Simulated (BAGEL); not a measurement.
# Si2H5OF (SMILES O[SiH](F)[SiH3]), step by step

We compute a series of 15 runs (PBE0/def2-SVP, RI-MP2/def2-SVP) of FH5OSi2. 

Program for the calculation: BAGEL 1.2.2.

1 further run of the same task is left out (set aside as unsound or not needed).

### 1 The molecule

The species is Si2H5OF (9 atoms), meant as a singlet with charge 0. SMILES: `O[SiH](F)[SiH3]`. One bond was lengthened or shortened from a relaxed shape.

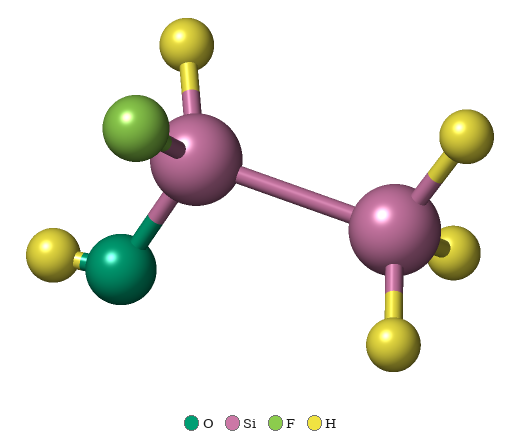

The structure, seen from a chosen angle (oxygen teal, silicon pink, fluorine green, hydrogen yellow).

### 2 A single-point energy at PBE0/def2-SVP (density fitting with svp-jkfit) (run 1)

Contents of dft.json:

```json
{ "bagel": [

{
  "title": "molecule",
  "basis": "svp",
  "df_basis": "svp-jkfit",
  "angstrom": false,
  "geometry": [
    { "atom": "O", "xyz": [    -0.92823347,    -1.26615430,     3.50418529 ] },
    { "atom": "Si", "xyz": [    -1.75782324,    -0.41539960,     0.64994295 ] },
    { "atom": "F", "xyz": [    -3.54191368,     2.03066190,     0.76653906 ] },
    { "atom": "Si", "xyz": [     1.95832318,     0.58936778,    -1.52210825 ] },
    { "atom": "H", "xyz": [    -1.98515729,    -1.90030859,     4.42762831 ] },
    { "atom": "H", "xyz": [    -3.33215408,    -2.40868271,    -0.55626923 ] },
    { "atom": "H", "xyz": [     1.32280829,     1.51438872,    -4.09874982 ] },
    { "atom": "H", "xyz": [     3.55835429,    -1.70910610,    -1.75303279 ] },
    { "atom": "H", "xyz": [     3.38090901,     2.58208398,    -0.14657661 ] }
  ]
},

{ "title": "ks", "xc_func": "pbe0" },

{ "title": "print", "file": "orbitals.molden", "orbitals": true }

]}
```

Launch:

```
$ BAGEL_NUM_THREADS=1 BAGEL dft.json > dft.out
```

Standard output:

```text
* using 1 threads per process

  ===============================================================
  ===============================================================

  *** Geometry ***

  { "atom" : "O", "xyz" : [     -0.928233,     -1.266154,      3.504185 ] },
  { "atom" : "Si", "xyz" : [     -1.757823,     -0.415400,      0.649943 ] },
  { "atom" : "F", "xyz" : [     -3.541914,      2.030662,      0.766539 ] },
  { "atom" : "Si", "xyz" : [      1.958323,      0.589368,     -1.522108 ] },
  { "atom" : "H", "xyz" : [     -1.985157,     -1.900309,      4.427628 ] },
  { "atom" : "H", "xyz" : [     -3.332154,     -2.408683,     -0.556269 ] },
  { "atom" : "H", "xyz" : [      1.322808,      1.514389,     -4.098750 ] },
  { "atom" : "H", "xyz" : [      3.558354,     -1.709106,     -1.753033 ] },
  { "atom" : "H", "xyz" : [      3.380909,      2.582084,     -0.146577 ] },

  Number of auxiliary basis functions:      500

  Since a DF basis is specified, we compute 2- and 3-index integrals:
    o Being stored without compression. Storage requirement is 0.032 GB

  Number of basis functions:       89
  Number of electrons      :       50

    * METHOD: MOLECULE                             0.26

  *** Kohn-Sham DFT ***

    * Removing 15710 points whose weight is below 1.00e-10
    * Grid points: 118444

  === Nuclear Repulsion ===
   228.8966784183

       - DIIS with orbital gradients will be used.

  === KS iteration (pbe0 / svp) ===
      0       -726.49593420          0.11116123           0.47
      1       -666.37732235          0.11508855           0.43
      2       -593.74224272          0.19924652           0.43
      3       -732.93844117          0.11005130           0.43
      4       -741.79277917          0.08162097           0.43
      5       -745.49295165          0.07621871           0.43
      6       -749.71128309          0.07304979           0.43
      7       -667.41968823          0.13132480           0.43
      8       -755.80933733          0.02913978           0.44
      9       -755.93234342          0.02562362           0.45
     10       -756.32879721          0.00737842           0.46
     11       -756.35282300          0.00601265           0.43
     12       -756.37158757          0.00123547           0.43
     13       -756.37234333          0.00021189           0.44
     14       -756.37237572          0.00003447           0.44
     15       -756.37237635          0.00000615           0.43
     16       -756.37237637          0.00000230           0.43
     17       -756.37237637          0.00000071           0.43
     18       -756.37237637          0.00000022           0.44
     19       -756.37237637          0.00000005           0.44
     20       -756.37237637          0.00000002           0.44
     21       -756.37237637          0.00000001           0.45
    * SCF iteration converged.

    * Permanent dipole moment:
           (    0.111058,     0.525220,    -0.130163) a.u.

    * METHOD: KS                                  10.31

    * METHOD: PRINT                                0.02

  ===============================================================
```

It took 11 s on 1 thread of Arm Neoverse V1, shared host; peak memory 0.51 GiB.

### 3 Bond 5-1 at 0.959 A: a single-point energy at RI-MP2/def2-SVP (density fitting with svp-jkfit) (run 2)

Contents of input.json:

```json
{ "bagel": [

{
  "title": "molecule",
  "basis": "svp",
  "df_basis": "svp-jkfit",
  "geometry": [
    { "atom": "O", "xyz": [    -0.74174774,    -1.15426172,     3.34125122 ] },
    { "atom": "Si", "xyz": [    -1.57133751,    -0.30350702,     0.48700888 ] },
    { "atom": "F", "xyz": [    -3.35542794,     2.14255447,     0.60360498 ] },
    { "atom": "Si", "xyz": [     2.14480892,     0.70126036,    -1.68504233 ] },
    { "atom": "H", "xyz": [    -1.98515729,    -1.90030859,     4.42762831 ] },
    { "atom": "H", "xyz": [    -3.14566834,    -2.29679014,    -0.71920331 ] },
    { "atom": "H", "xyz": [     1.50929402,     1.62628130,    -4.26168390 ] },
    { "atom": "H", "xyz": [     3.74484003,    -1.59721353,    -1.91596686 ] },
    { "atom": "H", "xyz": [     3.56739474,     2.69397656,    -0.30951068 ] }
  ]
},

{
  "title": "hf"
},

{
  "title": "mp2",
  "ncore": 12
}

]}
```

Launch:

```
$ BAGEL_NUM_THREADS=1 BAGEL input.json > input.out
```

Standard output:

```text
* using 1 threads per process

  ===============================================================
  ===============================================================

  *** Geometry ***

  { "atom" : "O", "xyz" : [     -0.741748,     -1.154262,      3.341251 ] },
  { "atom" : "Si", "xyz" : [     -1.571338,     -0.303507,      0.487009 ] },
  { "atom" : "F", "xyz" : [     -3.355428,      2.142554,      0.603605 ] },
  { "atom" : "Si", "xyz" : [      2.144809,      0.701260,     -1.685042 ] },
  { "atom" : "H", "xyz" : [     -1.985157,     -1.900309,      4.427628 ] },
  { "atom" : "H", "xyz" : [     -3.145668,     -2.296790,     -0.719203 ] },
  { "atom" : "H", "xyz" : [      1.509294,      1.626281,     -4.261684 ] },
  { "atom" : "H", "xyz" : [      3.744840,     -1.597214,     -1.915967 ] },
  { "atom" : "H", "xyz" : [      3.567395,      2.693977,     -0.309511 ] },

  Number of auxiliary basis functions:      500

  Since a DF basis is specified, we compute 2- and 3-index integrals:
    o Being stored without compression. Storage requirement is 0.032 GB

  Number of basis functions:       89
  Number of electrons      :       50

    * METHOD: MOLECULE                             0.26

  *** RHF ***

  === Nuclear Repulsion ===
   227.8366042206

      * DIIS with orbital gradients will be used.

  === RHF iteration (svp) ===
      0       -754.60418448          0.01979574           0.08
      1       -754.76288804          0.01269155           0.08
      2       -754.84933996          0.00122260           0.08
      3       -754.85083109          0.00017563           0.08
      4       -754.85086252          0.00006094           0.08
      5       -754.85086545          0.00002026           0.08
      6       -754.85086584          0.00000427           0.08
      7       -754.85086587          0.00000095           0.09
      8       -754.85086587          0.00000030           0.08
      9       -754.85086587          0.00000011           0.08
     10       -754.85086587          0.00000004           0.08
     11       -754.85086587          0.00000001           0.08
    * SCF iteration converged.

    * Permanent dipole moment:
           (    0.155457,     0.639008,    -0.135659) a.u.

    * METHOD: HF                                   1.19

  *** RHF ***

  === Nuclear Repulsion ===
   227.8366042206

      * DIIS with orbital gradients will be used.

  === RHF iteration (svp) ===
      0       -754.85086587          0.00000000           0.08
    * SCF iteration converged.

    * Permanent dipole moment:
           (    0.155457,     0.639008,    -0.135660) a.u.

  === DF-MP2 calculation ===

    * freezing 12 orbitals
    * 3-index integral transformation done
    * assembly done

      MP2 correlation energy:   -0.5680954190      0.04

      MP2 total energy:       -755.4189612876

    * METHOD: MP2                                  0.22

  ===============================================================
```

It took 1.8 s on 1 thread of Arm Neoverse V1, shared host; peak memory 0.15 GiB.

Runs 3 to 11 aren't shown in full; the table further down has their settings and results.

### 4 Bond 5-1 at 2.205 A: the energy at RI-MP2/def2-SVP (density fitting with svp-jkfit) (run 12)

Contents of input.json:

```json
{ "bagel" : [

{
  "title" : "molecule",
  "basis" : "svp",
  "df_basis" : "svp-jkfit",
  "geometry" : [
    { "atom" : "O", "xyz" : [  0.87476367, -0.18435601,  1.92889070 ] },
    { "atom" : "Si", "xyz" : [  0.04517390,  0.66639869, -0.92535164 ] },
    { "atom" : "F", "xyz" : [ -1.73891653,  3.11246019, -0.80875554 ] },
    { "atom" : "Si", "xyz" : [  3.76132033,  1.67116607, -3.09740285 ] },
    { "atom" : "H", "xyz" : [ -1.98515729, -1.90030859,  4.42762831 ] },
    { "atom" : "H", "xyz" : [ -1.52915693, -1.32688443, -2.13156383 ] },
    { "atom" : "H", "xyz" : [  3.12580543,  2.59618701, -5.67404442 ] },
    { "atom" : "H", "xyz" : [  5.36135144, -0.62730782, -3.32832738 ] },
    { "atom" : "H", "xyz" : [  5.18390615,  3.66388227, -1.72187120 ] }
  ]
},
{
  "title" : "hf"
},
{
  "title" : "mp2",
  "ncore" : 12
}

]}
```

Launch:

```
$ BAGEL_NUM_THREADS=1 BAGEL input.json > input.out
```

Standard output:

```text
* using 1 threads per process

  ===============================================================
  ===============================================================

  *** Geometry ***

  { "atom" : "O", "xyz" : [      0.874764,     -0.184356,      1.928891 ] },
  { "atom" : "Si", "xyz" : [      0.045174,      0.666399,     -0.925352 ] },
  { "atom" : "F", "xyz" : [     -1.738917,      3.112460,     -0.808756 ] },
  { "atom" : "Si", "xyz" : [      3.761320,      1.671166,     -3.097403 ] },
  { "atom" : "H", "xyz" : [     -1.985157,     -1.900309,      4.427628 ] },
  { "atom" : "H", "xyz" : [     -1.529157,     -1.326884,     -2.131564 ] },
  { "atom" : "H", "xyz" : [      3.125805,      2.596187,     -5.674044 ] },
  { "atom" : "H", "xyz" : [      5.361351,     -0.627308,     -3.328327 ] },
  { "atom" : "H", "xyz" : [      5.183906,      3.663882,     -1.721871 ] },

  Number of auxiliary basis functions:      500

  Since a DF basis is specified, we compute 2- and 3-index integrals:
    o Being stored without compression. Storage requirement is 0.032 GB

  Number of basis functions:       89
  Number of electrons      :       50

    * METHOD: MOLECULE                             0.25

  *** RHF ***

  === Nuclear Repulsion ===
   223.4553091578

      * DIIS with orbital gradients will be used.

  === RHF iteration (svp) ===
      0       -754.18322371          0.02201158           0.09
      1       -754.01410088          0.02876116           0.09
      2       -754.57118016          0.00431916           0.09
      3       -754.58571832          0.00189836           0.09
      4       -754.58876822          0.00051527           0.09
      5       -754.58918094          0.00019252           0.09
      6       -754.58923513          0.00007158           0.09
      7       -754.58924510          0.00002353           0.09
      8       -754.58924584          0.00001396           0.09
      9       -754.58924601          0.00000534           0.09
     10       -754.58924610          0.00000362           0.09
     11       -754.58924615          0.00000198           0.09
     12       -754.58924617          0.00000072           0.09
     13       -754.58924617          0.00000037           0.09
     14       -754.58924617          0.00000024           0.09
     15       -754.58924617          0.00000019           0.09
     16       -754.58924617          0.00000012           0.09
     17       -754.58924617          0.00000005           0.09
     18       -754.58924617          0.00000003           0.09
     19       -754.58924617          0.00000002           0.09
     20       -754.58924617          0.00000001           0.09
    * SCF iteration converged.

    * Permanent dipole moment:
           (    0.332509,     0.749746,    -0.205298) a.u.

    * METHOD: HF                                   2.08

  *** RHF ***

  === Nuclear Repulsion ===
   223.4553091578

      * DIIS with orbital gradients will be used.

  === RHF iteration (svp) ===
      0       -754.58924617          0.00000001           0.09
    * SCF iteration converged.

    * Permanent dipole moment:
           (    0.332510,     0.749746,    -0.205298) a.u.

  === DF-MP2 calculation ===

    * freezing 12 orbitals
    * 3-index integral transformation done
    * assembly done

      MP2 correlation energy:   -0.6251229126      0.05

      MP2 total energy:       -755.2143690811

    * METHOD: MP2                                  0.24

  ===============================================================
```

Run time: 2.7 s. Hardware: 1 thread of Arm Neoverse V1, shared host; peak memory 0.15 GiB.

Runs 13 to 14 aren't shown in full; the table further down has their settings and results.

### 5 Bond 5-1 at 2.685 A: a single-point energy at PBE0/def2-SVP (density fitting with svp-jkfit) (run 15)

Contents of input.json:

```json
{ "bagel" : [

{
  "title" : "molecule",
  "basis" : "svp",
  "df_basis" : "svp-jkfit",
  "geometry" : [
    { "atom" : "O", "xyz" : [     1.49646845,     0.18866648,     1.38570215 ] },
    { "atom" : "Si", "xyz" : [     0.66687868,     1.03942118,    -1.46854019 ] },
    { "atom" : "F", "xyz" : [    -1.11721175,     3.48548267,    -1.35194408 ] },
    { "atom" : "Si", "xyz" : [     4.38302510,     2.04418856,    -3.64059139 ] },
    { "atom" : "H", "xyz" : [    -1.98515729,    -1.90030859,     4.42762831 ] },
    { "atom" : "H", "xyz" : [    -0.90745215,    -0.95386194,    -2.67475237 ] },
    { "atom" : "H", "xyz" : [     3.74751021,     2.96920950,    -6.21723297 ] },
    { "atom" : "H", "xyz" : [     5.98305621,    -0.25428533,    -3.87151593 ] },
    { "atom" : "H", "xyz" : [     5.80561093,     4.03690476,    -2.26505975 ] }
  ]
},

{ "title" : "ks", "xc_func" : "pbe0" },

{ "title" : "print", "file" : "orbitals.molden", "orbitals" : "true" }

]}
```

Launch:

```
$ BAGEL_NUM_THREADS=1 BAGEL input.json > input.out
```

Standard output:

```text
* using 1 threads per process

  ===============================================================
  ===============================================================

  *** Geometry ***

  { "atom" : "O", "xyz" : [      1.496468,      0.188666,      1.385702 ] },
  { "atom" : "Si", "xyz" : [      0.666879,      1.039421,     -1.468540 ] },
  { "atom" : "F", "xyz" : [     -1.117212,      3.485483,     -1.351944 ] },
  { "atom" : "Si", "xyz" : [      4.383025,      2.044189,     -3.640591 ] },
  { "atom" : "H", "xyz" : [     -1.985157,     -1.900309,      4.427628 ] },
  { "atom" : "H", "xyz" : [     -0.907452,     -0.953862,     -2.674752 ] },
  { "atom" : "H", "xyz" : [      3.747510,      2.969209,     -6.217233 ] },
  { "atom" : "H", "xyz" : [      5.983056,     -0.254285,     -3.871516 ] },
  { "atom" : "H", "xyz" : [      5.805611,      4.036905,     -2.265060 ] },

  Number of auxiliary basis functions:      500

  Since a DF basis is specified, we compute 2- and 3-index integrals:
    o Being stored without compression. Storage requirement is 0.032 GB

  Number of basis functions:       89
  Number of electrons      :       50

    * METHOD: MOLECULE                             0.26

  *** Kohn-Sham DFT ***

    * Removing 14329 points whose weight is below 1.00e-10
    * Grid points: 119825

  === Nuclear Repulsion ===
   222.5994070029

       - DIIS with orbital gradients will be used.

  === KS iteration (pbe0 / svp) ===
      0       -726.12728350          0.10340071           0.48
      1       -676.83805802          0.11149193           0.46
      2       -587.98280578          0.19642072           0.44
      3       -732.19495550          0.10357017           0.46
      4       -745.53199482          0.06789169           0.45
      5       -753.57629633          0.05832453           0.45
      6       -751.27903374          0.06119921           0.45
      7       -699.28360232          0.23399879           0.45
      8       -731.16381382          0.12831295           0.45
      9       -755.74526149          0.02303255           0.44
     10       -755.66820944          0.02508871           0.45
     11       -755.96696848          0.01009712           0.45
     12       -755.74295335          0.01641503           0.45
     13       -756.07080190          0.00802286           0.45
     14       -756.15846707          0.00100786           0.45
     15       -756.15838660          0.00110466           0.44
     16       -756.15677357          0.00172732           0.44
     17       -756.15512400          0.00223843           0.46
     18       -756.15859545          0.00096977           0.46
     19       -756.15940614          0.00010985           0.45
     20       -756.15942043          0.00001265           0.46
     21       -756.15942060          0.00000541           0.44
     22       -756.15942063          0.00000180           0.45
     23       -756.15942064          0.00000102           0.45
     24       -756.15942064          0.00000076           0.44
     25       -756.15942064          0.00000027           0.44
     26       -756.15942064          0.00000035           0.45
     27       -756.15942064          0.00000007           0.44
     28       -756.15942064          0.00000002           0.43
     29       -756.15942064          0.00000003           0.44
     30       -756.15942064          0.00000001           0.44
    * SCF iteration converged.

    * Permanent dipole moment:
           (   -0.025372,     0.406536,     0.436397) a.u.

    * METHOD: KS                                  14.59

    * METHOD: PRINT                                0.02

  ===============================================================
```

Run time: 15 s. Hardware: 1 thread of Arm Neoverse V1, shared host; peak memory 0.51 GiB.

### 6 The series

| run | level | frozen core orbitals | partner | energy (Eh) | dipole moment (D) | HOMO energy (eV) | LUMO energy (eV) | wall time |
| --- | --- | --- | --- | --- | --- | --- | --- | --- |
| 1 | PBE0/def2-SVP (density fitting with svp-jkfit) | – | bond 5-1 at 0.815 A | -756.372376 | 1.40 | -8.29 | 0.22 | 11 s |
| 2 | RI-MP2/def2-SVP (density fitting with svp-jkfit) | 12 | bond 5-1 at 0.959 A | -755.418961 | – | – | – | 1.8 s |
| 3 | PBE0/def2-SVP (density fitting with svp-jkfit) | – | bond 5-1 at 0.959 A | -756.402984 | 1.56 | -8.24 | 0.20 | 14 s |
| 4 | RI-MP2/def2-SVP (density fitting with svp-jkfit) | 12 | bond 5-1 at 1.103 A | -755.404640 | – | – | – | 1.9 s |
| 5 | PBE0/def2-SVP (density fitting with svp-jkfit) | – | bond 5-1 at 1.103 A | -756.388608 | 1.70 | -8.20 | -0.14 | 11 s |
| 6 | RI-MP2/def2-SVP (density fitting with svp-jkfit) | 12 | bond 5-1 at 1.294 A | -755.363166 | – | – | – | 2 s |
| 7 | PBE0/def2-SVP (density fitting with svp-jkfit) | – | bond 5-1 at 1.294 A | -756.347594 | 1.81 | -8.16 | -1.36 | 11 s |
| 8 | RI-MP2/def2-SVP (density fitting with svp-jkfit) | 12 | bond 5-1 at 1.534 A | -755.308679 | – | – | – | 2.2 s |
| 9 | PBE0/def2-SVP (density fitting with svp-jkfit) | – | bond 5-1 at 1.534 A | -756.293633 | 1.76 | -8.14 | -3.03 | 11 s |
| 10 | RI-MP2/def2-SVP (density fitting with svp-jkfit) | 12 | bond 5-1 at 1.822 A | -755.256871 | – | – | – | 2.5 s |
| 11 | PBE0/def2-SVP (density fitting with svp-jkfit) | – | bond 5-1 at 1.822 A | -756.241209 | 1.51 | -8.14 | -4.40 | 11 s |
| 12 | RI-MP2/def2-SVP (density fitting with svp-jkfit) | 12 | bond 5-1 at 2.205 A | -755.214369 | – | – | – | 2.7 s |
| 13 | PBE0/def2-SVP (density fitting with svp-jkfit) | – | bond 5-1 at 2.205 A | -756.193793 | 1.33 | -8.04 | -5.36 | 12 s |
| 14 | RI-MP2/def2-SVP (density fitting with svp-jkfit) | 12 | bond 5-1 at 2.685 A | -755.194312 | – | – | – | 3.3 s |
| 15 | PBE0/def2-SVP (density fitting with svp-jkfit) | – | bond 5-1 at 2.685 A | -756.159421 | 1.52 | -7.78 | -5.93 | 15 s |

### 7 Results

```
                                  quantity          value
 bond 5-1 at 2.685 A, run 15: total energy  -756.15942 Eh
bond 5-1 at 2.685 A, run 15: dipole moment         1.52 D
  bond 5-1 at 2.685 A, run 15: HOMO energy       -7.78 eV
  bond 5-1 at 2.685 A, run 15: LUMO energy       -5.93 eV
bond 5-1 at 2.685 A, run 15: HOMO–LUMO gap        1.85 eV
```

What this shows: In runs 10, 11, 12, 13, 14, 15 a closed-shell determinant meets a far-stretched bond, which it describes badly. All runs together took 1.9 min, the longest 15 s.
